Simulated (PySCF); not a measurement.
**CH2BFN2: electronic excitations and core binding energies**

What electronic excitations and core binding energies should CH2BFN2 (`N#CB(N)F`) show?

The runs use PySCF 2.14.0, with density-fitted response routines of our own; the level of theory stands in each step. All values are computed, except where a source is named. Atoms count from 0, in the outputs and in this text.

## Step 1: The molecule as given

7 atoms, charge 0, multiplicity 1; geometry from: GFN2-xTB.

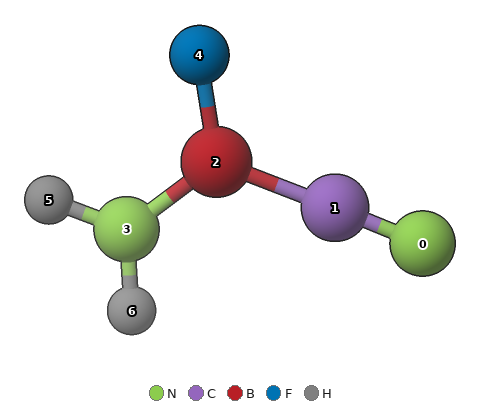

The starting geometry (nitrogen green, carbon purple, boron red, fluorine blue, hydrogen grey), atoms numbered.

## Step 2: TDDFT and polarisability: CAM-B3LYP/def2-SVPD

Job settings and geometry (Å):

```
{"job": {"kind": "uv", "xc": "CAM-B3LYP", "basis": "def2-SVPD", "nstates": 8, "ntriplets": 3}, "charge": 0, "multiplicity": 1}
N      2.538813    -0.604894    -0.067707
C      1.496464    -0.132564    -0.003631
B      0.083453     0.475825     0.078706
N     -1.047535    -0.304842    -0.072880
F     -0.060504     1.781582     0.301756
H     -1.974072     0.084639    -0.022019
H     -1.033285    -1.294842    -0.241303
```

Method: TDDFT CAM-B3LYP/def2-SVPD, vertical, gas phase, core orbitals frozen in the response.

Run with:

```sh
$ OMP_NUM_THREADS=1 python probes_run.py task.json out
```

One launch serves the whole session: the jobs run in the order shown.

Standard output:

```text
coarse grid: 6624 points
cycle   1  E = -273.2038788710  dE =  6.040e-01  |g| = 6.001e-01  |ddm| = 3.645e+00
cycle   2  E = -273.1325694563  dE =  7.131e-02  |g| = 8.919e-01  |ddm| = 1.437e+00
cycle   3  E = -273.2798092159  dE = -1.472e-01  |g| = 1.160e-01  |ddm| = 8.333e-01
cycle   4  E = -273.2819491904  dE = -2.140e-03  |g| = 5.817e-02  |ddm| = 1.369e-01
cycle   5  E = -273.2826345633  dE = -6.854e-04  |g| = 8.066e-03  |ddm| = 6.612e-02
cycle   6  E = -273.2826453898  dE = -1.083e-05  |g| = 3.833e-03  |ddm| = 9.885e-03
cycle   7  E = -273.2826482262  dE = -2.836e-06  |g| = 5.894e-04  |ddm| = 3.599e-03
final grid: 66752 points
cycle   8  E = -273.3177509794  dE = -2.283e-05  |g| = 3.559e-03  |ddm| = 4.811e-02
cycle   9  E = -273.3177504107  dE =  5.687e-07  |g| = 4.023e-03  |ddm| = 6.600e-03
cycle  10  E = -273.3177536948  dE = -3.284e-06  |g| = 2.487e-04  |ddm| = 3.098e-03
cycle  11  E = -273.3177537017  dE = -6.887e-09  |g| = 1.968e-04  |ddm| = 4.883e-04
cycle  12  E = -273.3177537084  dE = -6.712e-09  |g| = 6.817e-05  |ddm| = 1.871e-04
cycle  13  E = -273.3177537094  dE = -9.566e-10  |g| = 1.832e-05  |ddm| = 8.782e-05
converged SCF energy = -273.3177537094

Static polarisability (au): isotropic 37.160, principal 27.369 34.724 49.388

Singlet excitations
state   eV       nm        f      main configurations
  1   6.7903    182.6   0.00002   H-1->L 0.94
  2   7.2331    171.4   0.12771   H->L 0.62, H-1->L+2 0.16, H-2->L 0.16
  3   7.7751    159.5   0.00916   H->L+2 0.42, H-2->L+2 0.25, H->L+1 0.21
  4   7.8883    157.2   0.00828   H-3->L 0.95
  5   7.9838    155.3   0.02345   H->L+1 0.69, H-2->L+2 0.13
  6   7.9987    155.0   0.12147   H-2->L 0.51, H->L 0.32, H-1->L+2 0.12
  7   8.9657    138.3   0.00002   H->L+2 0.45, H-2->L+2 0.39
  8   9.0440    137.1   0.00441   H-3->L+2 0.85, H-3->L+4 0.10

Triplet excitations (Tamm-Dancoff, eV): 5.5835 6.2500 6.3425
```

It took 7.8 s on 1 thread of Arm Neoverse V2, shared host; peak memory 0.5 GiB.

Frontier orbitals and where they lie:

| orbital | eV | atoms |
| --- | --- | --- |
| HOMO−3 | -12.14 | N0 74 %, C1 18 % |
| HOMO−2 | -11.99 | N0 39 %, C1 36 %, N3 8 % |
| HOMO−1 | -11.68 | N0 51 %, C1 42 % |
| HOMO | -10.78 | N3 56 %, B2 11 %, N0 10 % |
| LUMO | -0.14 | B2 27 %, C1 25 %, N0 25 % |
| LUMO+1 | 0.57 | B2 53 %, H5 14 %, H6 13 % |
| LUMO+2 | 1.25 | N0 30 %, C1 27 %, B2 18 % |

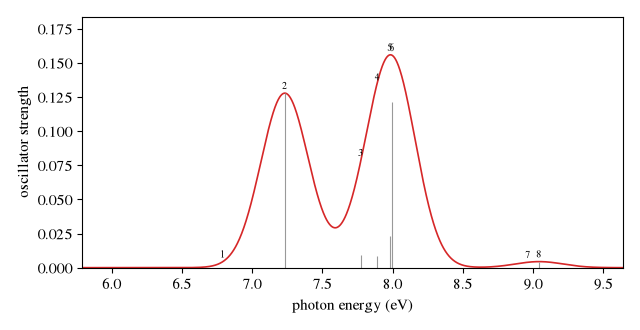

Absorption spectrum from the 8 singlet states computed; above the last one it falls off for lack of states. Lines are broadened to a width of 0.40 eV (Gaussian).

Ground-state properties from the same run:

| property | computed |
| --- | --- |
| dipole moment (D) | 4.37 |
| polarisability (Å³) | 5.51 |
| HOMO–LUMO gap (eV) | 10.65 |
| −ε(HOMO) (eV) | 10.78 |

## Step 3: Core-electron binding energies: SCAN, X2C

Same as in step 2 but for these lines:

```diff
@@ -1,2 +1,2 @@
-{"job": {"kind": "uv", "xc": "CAM-B3LYP", "basis": "def2-SVPD", "nstates": 8, "ntriplets": 3}, "charge": 0, "multiplicity": 1}
+{"job": {"kind": "xps"}, "charge": 0, "multiplicity": 1}
 N      2.538813    -0.604894    -0.067707
```

With the program's defaults for keys left out, this is: delta-SCF UKS SCAN, pcX-2 on the ionised atom, pcseg-1 elsewhere, spin-free X2C.

Standard output:

```text
ground state, core basis on atom 0 (N), 111 functions
  cycle   1  E = -273.57853136  |g| = 5.91e-01
  cycle   2  E = -273.41579048  |g| = 1.09e+00
  cycle   3  E = -273.62284716  |g| = 3.25e-01
  cycle   4  E = -273.64569365  |g| = 7.27e-02
  cycle   5  E = -273.64681283  |g| = 1.68e-02
  cycle   6  E = -273.64685715  |g| = 6.92e-03
  cycle   7  E = -273.64686668  |g| = 2.86e-03
  cycle   8  E = -273.64686713  |g| = 4.27e-04
  E(ground) = -273.64904636 Eh
hole in N 1s of atom 0
  cycle   1  E = -258.04577666  |g| = 1.84e+00
  cycle   2  E = -255.98128076  |g| = 2.46e+00
  cycle   3  E = -258.35997132  |g| = 8.90e-01
  cycle   4  E = -258.67001480  |g| = 3.81e-01
  cycle   5  E = -258.70702431  |g| = 2.54e-01
  cycle   6  E = -258.73413407  |g| = 9.09e-02
  cycle   7  E = -258.73747858  |g| = 1.98e-02
  cycle   8  E = -258.73768062  |g| = 1.32e-02
  cycle   9  E = -258.73778984  |g| = 8.27e-03
  cycle  10  E = -258.73785327  |g| = 2.87e-03
  cycle  11  E = -258.73787130  |g| = 9.43e-04
  cycle  12  E = -258.73787186  |g| = 1.90e-04
  E(ion) = -258.73991101 Eh   <S^2> = 0.8216   hole on atom = 1.000   binding energy = 405.698 eV
ground state, core basis on atom 1 (C), 111 functions
  cycle   1  E = -273.63636098  |g| = 6.03e-02
  cycle   2  E = -273.63549373  |g| = 6.64e-02
  cycle   3  E = -273.63562286  |g| = 6.13e-02
  cycle   4  E = -273.63648539  |g| = 4.68e-03
  cycle   5  E = -273.63649103  |g| = 8.76e-04
  cycle   6  E = -273.63649125  |g| = 2.76e-04
  E(ground) = -273.64243182 Eh
hole in C 1s of atom 1
  cycle   1  E = -262.36680470  |g| = 1.50e+00
  cycle   2  E = -260.67723776  |g| = 2.13e+00
  cycle   3  E = -262.63199512  |g| = 7.44e-01
  cycle   4  E = -262.82270477  |g| = 4.25e-01
  cycle   5  E = -262.85824176  |g| = 2.92e-01
  cycle   6  E = -262.89481413  |g| = 8.06e-02
  cycle   7  E = -262.89780356  |g| = 1.78e-02
  cycle   8  E = -262.89804848  |g| = 1.17e-02
  cycle   9  E = -262.89816382  |g| = 7.98e-03
  cycle  10  E = -262.89823757  |g| = 3.94e-03
  cycle  11  E = -262.89830271  |g| = 1.02e-03
  cycle  12  E = -262.89830593  |g| = 3.27e-04
  E(ion) = -262.90208469 Eh   <S^2> = 0.8228   hole on atom = 1.000   binding energy = 292.260 eV
ground state, core basis on atom 2 (B), 111 functions
  cycle   1  E = -273.63136400  |g| = 6.05e-02
  cycle   2  E = -273.62943059  |g| = 1.02e-01
  cycle   3  E = -273.63136251  |g| = 4.23e-02
  cycle   4  E = -273.63172492  |g| = 1.55e-02
  cycle   5  E = -273.63177306  |g| = 2.70e-03
  cycle   6  E = -273.63177399  |g| = 3.12e-04
  E(ground) = -273.63628374 Eh
hole in B 1s of atom 2
  cycle   1  E = -265.93451851  |g| = 1.17e+00
  cycle   2  E = -264.78658525  |g| = 1.84e+00
  cycle   3  E = -266.00416488  |g| = 8.06e-01
  cycle   4  E = -266.21337238  |g| = 4.73e-01
  cycle   5  E = -266.30937281  |g| = 1.22e-01
  cycle   6  E = -266.31494296  |g| = 5.98e-02
  cycle   7  E = -266.31660892  |g| = 2.30e-02
  cycle   8  E = -266.31691146  |g| = 9.90e-03
  cycle   9  E = -266.31700005  |g| = 6.55e-03
  cycle  10  E = -266.31706642  |g| = 4.18e-03
  cycle  11  E = -266.31711959  |g| = 1.50e-03
  cycle  12  E = -266.31712660  |g| = 5.92e-04
  cycle  13  E = -266.31712687  |g| = 2.71e-04
  E(ion) = -266.32347475 Eh   <S^2> = 0.8112   hole on atom = 1.000   binding energy = 198.992 eV
ground state, core basis on atom 3 (N), 111 functions
  cycle   1  E = -273.64572066  |g| = 7.36e-02
  cycle   2  E = -273.64564800  |g| = 2.80e-02
  cycle   3  E = -273.64554609  |g| = 3.69e-02
  cycle   4  E = -273.64576022  |g| = 8.51e-03
  cycle   5  E = -273.64577542  |g| = 9.86e-04
  cycle   6  E = -273.64577464  |g| = 2.45e-04
  E(ground) = -273.64711944 Eh
hole in N 1s of atom 3
  cycle   1  E = -258.02427920  |g| = 1.86e+00
  cycle   2  E = -257.53125909  |g| = 1.97e+00
  cycle   3  E = -258.55778039  |g| = 6.07e-01
  cycle   4  E = -258.48535933  |g| = 6.79e-01
  cycle   5  E = -258.70411393  |g| = 1.29e-01
  cycle   6  E = -258.71000365  |g| = 6.07e-02
  cycle   7  E = -258.71118629  |g| = 9.12e-03
  cycle   8  E = -258.71122769  |g| = 3.05e-03
  cycle   9  E = -258.71123280  |g| = 8.90e-04
  cycle  10  E = -258.71123367  |g| = 2.64e-04
  E(ion) = -258.71144689 Eh   <S^2> = 0.7631   hole on atom = 1.000   binding energy = 406.420 eV
ground state, core basis on atom 4 (F), 111 functions
  cycle   1  E = -273.67664380  |g| = 1.22e-01
  cycle   2  E = -273.67591663  |g| = 8.82e-02
  cycle   3  E = -273.67622367  |g| = 7.08e-02
  cycle   4  E = -273.67683845  |g| = 2.44e-02
  cycle   5  E = -273.67697044  |g| = 3.17e-03
  cycle   6  E = -273.67697149  |g| = 7.73e-04
  cycle   7  E = -273.67697206  |g| = 1.43e-04
  E(ground) = -273.68264343 Eh
hole in F 1s of atom 4
  cycle   1  E = -247.30521002  |g| = 2.58e+00
  cycle   2  E = -247.21304481  |g| = 2.12e+00
  cycle   3  E = -247.98459686  |g| = 6.67e-01
  cycle   4  E = -247.89109929  |g| = 7.64e-01
  cycle   5  E = -248.17459903  |g| = 1.46e-01
  cycle   6  E = -248.18297806  |g| = 6.56e-02
  cycle   7  E = -248.18509641  |g| = 1.06e-02
  cycle   8  E = -248.18515953  |g| = 2.77e-03
  cycle   9  E = -248.18516367  |g| = 8.56e-04
  cycle  10  E = -248.18516371  |g| = 2.49e-04
  E(ion) = -248.19786078 Eh   <S^2> = 0.7563   hole on atom = 1.000   binding energy = 693.476 eV
```

Run time: 16 s. Hardware: 1 thread of Arm Neoverse V2, shared host; peak memory 0.4 GiB.

The holes in one table. −ε is the ground-state orbital energy:

| hole | stands for | environment | ΔSCF (eV) | −ε (eV) | ⟨S²⟩ |
| --- | --- | --- | --- | --- | --- |
| N1s on N0 | N0 | nitrile nitrogen | 405.70 | 386.3 | 0.822 |
| C1s on C1 | C1 | nitrile carbon | 292.26 | 274.3 | 0.823 |
| B1s on B2 | B2 | boron bonded to C, F, N | 198.99 | 182.5 | 0.811 |
| N1s on N3 | N3 | nitrogen bonded to B, 2 H | 406.42 | 386.9 | 0.763 |
| F1s on F4 | F4 | fluorine bonded to B | 693.48 | 667.2 | 0.756 |

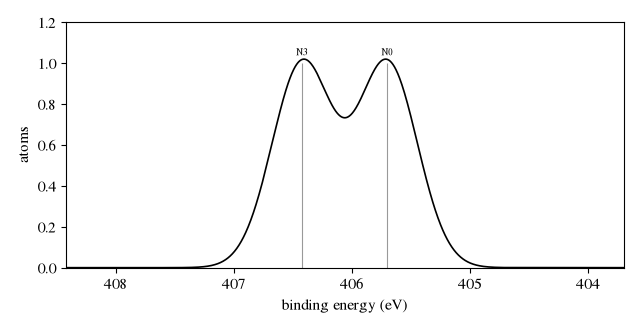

The N1s photoelectron lines, weighted by the number of atoms. Lines are broadened to a width of 0.60 eV (Gaussian).

## Step 4: Outcome

| quantity | value |
| --- | --- |
| lowest singlet (CAM-B3LYP/def2-SVPD) | 6.79 eV (183 nm), f = 0.000 |
| brightest single state of those computed | state 2, 7.23 eV, f = 0.128 |
| lowest triplet | 5.58 eV |
| N1s binding energies, SCAN/pcX-2 | N3 406.42, N0 405.70 eV |
| C1s binding energies, SCAN/pcX-2 | C1 292.26 eV |
| B1s binding energies, SCAN/pcX-2 | B2 198.99 eV |
| F1s binding energies, SCAN/pcX-2 | F4 693.48 eV |

What this shows: The lowest singlet, at 6.79 eV, is HOMO−1→LUMO 0.94 and is dark; of the 8 states computed, the strongest absorption comes from states 5 to 6 together at 8.00 eV. The lowest triplet lies 1.21 eV below the lowest singlet (triplets in Tamm-Dancoff, singlets in full TDDFT). The N1s levels kept as sound span 0.72 eV, from N0 (nitrile nitrogen) up to N3 (nitrogen bonded to B, 2 H).
